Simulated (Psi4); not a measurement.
# InNH3O (SMILES [NH2][In][OH]): UCAM-B3LYP/def2-SV(P) (core potential, sweep point 1)

What is the vertical electron affinity of InNH3O at UCAM-B3LYP/def2-SV(P) (core potential, sweep point 1)? 

The results are computed with Psi4 1.11.

### Step 1. The system as given

InNH3O has 6 atoms, charge 0, and is taken as a doublet. SMILES: `[NH2][In][OH]`. Geometry: relaxed at PBE0-D4/def2-TZVP. This is one conformer, not always the lowest.

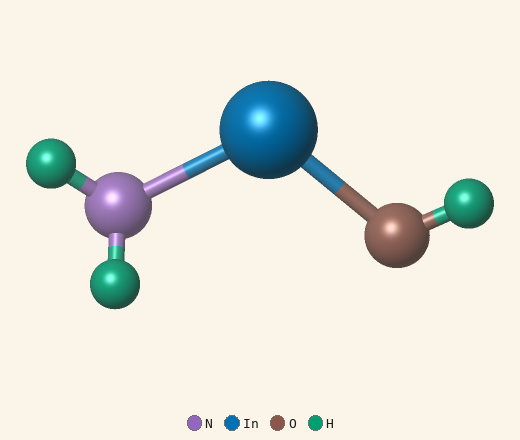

The structure, seen from a chosen angle (nitrogen purple, indium blue, oxygen brown, hydrogen teal).

### Step 2. A single-point energy at UCAM-B3LYP/def2-SV(P) (core potential, sweep point 1)

Contents of calc.inp:

```
memory 1600 MB

molecule molecule1 {
  0 2
  N     -0.980400    -0.217800    -1.044400
  In     0.940900    -0.096700    -0.287400
  O      0.933000    -0.108100     1.721700
  H     -1.045000     0.034400    -2.024100
  H     -1.612200     0.391600    -0.531900
  H      1.805600    -0.067200     2.120000
  symmetry c1
}

set basis def2-SV(P)
set reference uks
set puream true
set scf_type pk
set dft_radial_points 99
set dft_spherical_points 590
set maxiter 150

e_tot, wfn = energy("cam-b3lyp", return_wfn=True)
```

On the command line:

```console
psi4 -i calc.inp -o calc.out -n 1
```

calc.out, cut to the lines that bear on the results:

```text
[...]
    !!!  WARNING: ECP capability is in beta. Please check occupations closely.  !!!
[...]
  Running in c1 symmetry.
[...]
  Nuclear repulsion =  118.833842462071871
[...]
  Multiplicity = 2
[...]
  Nalpha       = 20
  Nbeta        = 19
[...]
    Number of basis functions: 60
[...]
   @UKS iter   1:  -321.20357819689588   -1.06383e+00   1.73762e-02 DIIS/ADIIS
[...]
   @UKS iter  12:  -321.70098579387229   -3.58287e-08   5.03291e-07 DIIS
[...]
   @S^2 Observed:                7.587011372E-01
[...]
    Orbital Energies [Eh]
    ---------------------
    Alpha Occupied:
       1A    -19.170305     2A    -14.372447     3A     -4.736284
       4A     -3.144616     5A     -3.139557     6A     -3.135603
       7A     -1.011690     8A     -0.906099     9A     -0.825481
      10A     -0.825291    11A     -0.823061    12A     -0.817407
      13A     -0.812899    14A     -0.533718    15A     -0.519519
      16A     -0.444018    17A     -0.389685    18A     -0.350734
      19A     -0.323560    20A     -0.259983
    Alpha Virtual:
      21A      0.000331    22A      0.050220    23A      0.064312
      24A      0.141341    25A      0.176902    26A      0.195002
[...]
  @UKS Final Energy:  -321.70098579387229
   => Energetics <=
    Nuclear Repulsion Energy =            118.8338424620718712
    One-Electron Energy =                -752.1159952179526726
    Two-Electron Energy =                 335.7674016706389466
    DFT Exchange-Correlation Energy =     -24.1862347086304013
    Empirical Dispersion Energy =           0.0000000000000000
    VV10 Nonlocal Energy =                  0.0000000000000000
    Total Energy =                       -321.7009857938722917
[...]
 Multipole Moments:
 ------------------------------------------------------------------------------------
     Multipole            Electronic (a.u.)      Nuclear  (a.u.)        Total (a.u.)
 ------------------------------------------------------------------------------------
 L = 1.  Multiply by 2.5417464519 to convert [e a0] to [Debye]
 Dipole X            :         17.7124443          -17.1659234            0.5465209
 Dipole Y            :          0.4364890            0.0618684            0.4983574
 Dipole Z            :        -10.8386876           10.2217408           -0.6169468
 Magnitude           :                                                    0.9631555
[...]
```

It took 15 s on 1 thread of Intel Xeon Platinum 8488C (Sapphire Rapids), shared host; peak memory 0.73 GiB.

### Step 3. The singlet anion

Contents of input.inp:

```
memory 1.6 GB

molecule {
  -1 1
  N     -0.980400    -0.217800    -1.044400
  In     0.940900    -0.096700    -0.287400
  O      0.933000    -0.108100     1.721700
  H     -1.045000     0.034400    -2.024100
  H     -1.612200     0.391600    -0.531900
  H      1.805600    -0.067200     2.120000
  symmetry c1
}

set basis def2-SV(P)
set puream true
set scf_type pk
set dft_radial_points 99
set dft_spherical_points 590

E, wfn = energy("cam-b3lyp", return_wfn=True)
```

On the command line:

```console
psi4 -i input.inp -o input.out -n 1
```

input.out, cut to the lines that bear on the results:

```text
[...]
    !!!  WARNING: ECP capability is in beta. Please check occupations closely.  !!!
[...]
  Running in c1 symmetry.
[...]
  Nuclear repulsion =  118.833842462071871
[...]
  Multiplicity = 1
[...]
  Nalpha       = 20
  Nbeta        = 20
[...]
    Number of basis functions: 60
[...]
   @RKS iter   1:  -321.16666551540510   -1.02692e+00   1.87648e-02 DIIS/ADIIS
[...]
   @RKS iter   9:  -321.74422921197089   -1.07094e-07   9.75442e-07 DIIS
[...]
    Orbital Energies [Eh]
    ---------------------
    Doubly Occupied:
       1A    -18.940346     2A    -14.144711     3A     -4.478831
       4A     -2.887617     5A     -2.880331     6A     -2.879237
       7A     -0.785839     8A     -0.681593     9A     -0.569021
      10A     -0.567980    11A     -0.567151    12A     -0.561184
      13A     -0.560564    14A     -0.322998    15A     -0.298786
      16A     -0.215739    17A     -0.159435    18A     -0.132816
      19A     -0.103482    20A     -0.007990
[...]
  @RKS Final Energy:  -321.74422921197089
   => Energetics <=
    Nuclear Repulsion Energy =            118.8338424620718712
    One-Electron Energy =                -761.2818839976899881
    Two-Electron Energy =                 345.0489310735950994
    DFT Exchange-Correlation Energy =     -24.3451187499478436
    Empirical Dispersion Energy =           0.0000000000000000
    VV10 Nonlocal Energy =                  0.0000000000000000
    Total Energy =                       -321.7442292119708895
[...]
 Multipole Moments:
 ------------------------------------------------------------------------------------
     Multipole            Electronic (a.u.)      Nuclear  (a.u.)        Total (a.u.)
 ------------------------------------------------------------------------------------
 L = 1.  Multiply by 2.5417464519 to convert [e a0] to [Debye]
 Dipole X            :         17.0996967          -17.1659234           -0.0662267
 Dipole Y            :          0.4346498            0.0618684            0.4965182
 Dipole Z            :        -10.2642781           10.2217408           -0.0425372
 Magnitude           :                                                    0.5027183
[...]
```

Wall time 8.4 s (1 thread of Intel Xeon Platinum 8488C (Sapphire Rapids), shared host); peak memory 0.74 GiB.

### Step 4. Results

At UCAM-B3LYP/def2-SV(P) (core potential, sweep point 1):

| quantity | value |
| --- | --- |
| doublet InNH3O: total energy | -321.70099 Eh |
| doublet InNH3O: dipole moment | 2.45 D |
| doublet InNH3O: HOMO energy (highest over α and β) | -7.07 eV |
| doublet InNH3O: LUMO energy (lowest over α and β) | -2.17 eV |
| doublet InNH3O: ⟨S²⟩ | 0.759 |
| singlet anion: total energy | -321.74423 Eh |
| singlet anion: HOMO energy | -0.22 eV |
| singlet anion: LUMO energy | 5.47 eV |
| singlet anion: HOMO–LUMO gap (to an unbound level, set by the basis) | 5.68 eV |
| vertical electron affinity (to the singlet anion) | 1.177 eV |

**Reading.** At fixed nuclei the extra electron is bound by 1.18 eV (27 kcal/mol). The basis has no diffuse functions, so the error can be as large as this value.
